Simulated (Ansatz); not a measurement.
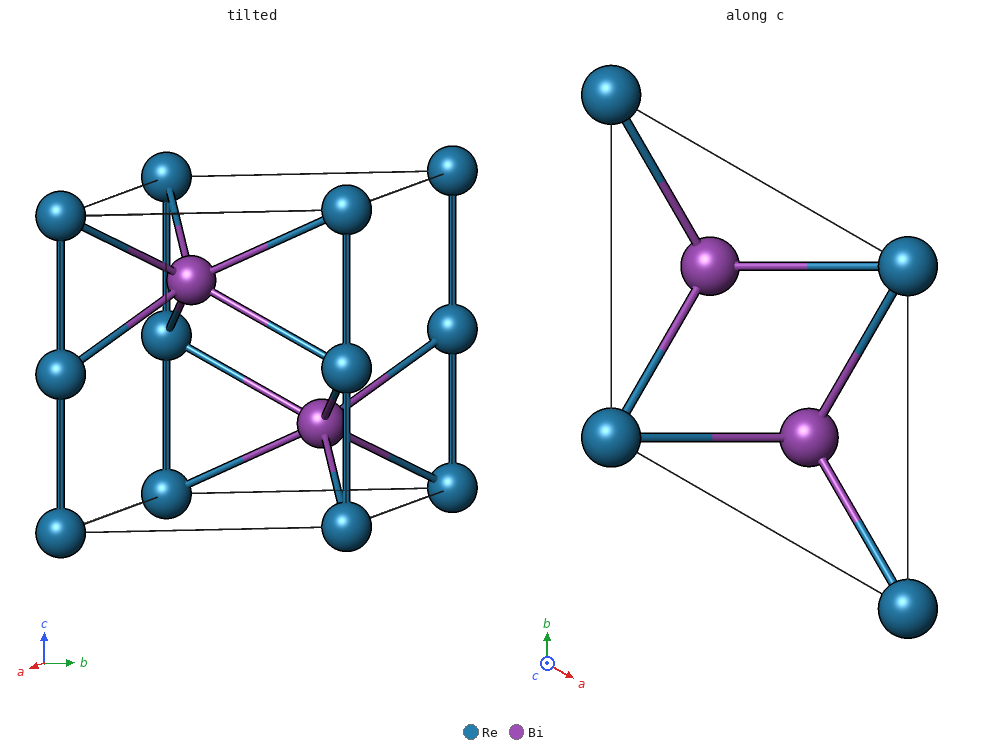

Drawn in the ball-and-stick manner and seen slightly off an axis and along the c axis. The frame is the conventional unit cell; atoms at its boundary are shown with their periodic copies.

ReBi, nickel arsenide (NiAs) type, space group P6_3/mmc (No. 194), a = 4.561 Å, b = 4.561 Å, c = 5.053 Å, α = 90.00°, β = 90.00°, γ = 120.00°. The structure was taken from a structure type filled with these elements by a generator (whether the compound takes this form wasn't checked). Earlier steps of the study, as a rule a relaxation of our own, may have changed the cell and positions, so they can lie some per cent off the listed ones. Ansatz was used for an electronic-structure calculation on it.

This one geometry was computed with Ansatz (DFT, plane waves, PAW) at four levels of theory: PBEsol, LDA, r2SCAN and PBE with spin-orbit coupling.

Which level gives the highest pressure at this volume, and what does that say about its equilibrium volume?

Answer. Highest: PBE with spin-orbit coupling (0.6 GPa), which points to the largest equilibrium volume. Lowest, with the smallest volume: LDA (-7.7 GPa). Levels within 0.5 GPa of each other can't be told apart.

How does the band gap change with the level of theory?

Answer. All levels give a metal.

Collect the results in a table.

Answer.
| level | cutoff (eV) | k-mesh of the run's cell | gap (eV) | pressure (GPa) |
| --- | --- | --- | --- | --- |
| PBEsol | 420 | 10×10×6 | metal | -5.1 |
| LDA | 420 | 10×10×6 | metal | -7.7 |
| r2SCAN | 500 | 10×10×6 | metal | -3.1 |
| PBE with spin-orbit coupling | 420 | 10×10×6 | metal | 0.6 |

Gaps are taken on the k-mesh or band path of each run.
